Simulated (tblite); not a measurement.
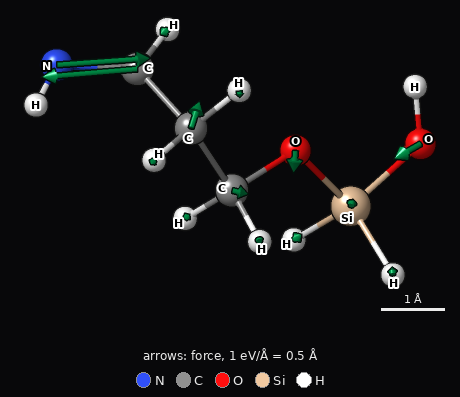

Starting geometry of C3H9NO2Si with the computed forces as green arrows. The picture is a ball-and-stick view, seen from a free direction.

Theory: tblite, GFN2-xTB geometry optimisation, gas phase. 

Is this structure relaxed? If not, where do the atoms go?

Answer. It isn't relaxed: the largest force vector, on a C atom, is 3.23 eV/Å. The final displacements have little in common with the starting forces (cosine between the two patterns 0.13). Over 74 geometry steps the energy falls by 23.2 kJ/mol. An H atom moves most after the best rigid fit: 0.49 Å. Largest moves by element: H 0.49 Å, N 0.32 Å, O 0.31 Å, C 0.18 Å, Si 0.04 Å. Among the contacts that change: C–N 1.304 → 1.251 Å, O–Si 1.650 → 1.616 Å, O–Si 1.659 → 1.628 Å, C–O 1.419 → 1.392 Å. Among the angles between lasting bonds that change: C–O–Si 119.2° → 127.7°, N–C–C 122.0° → 128.5°, Si–O–H 114.5° → 120.2°. Cost: 1.7 s on 1 thread of Intel(R) Xeon(R) Processor @ 2.50GHz, with other jobs on the host.
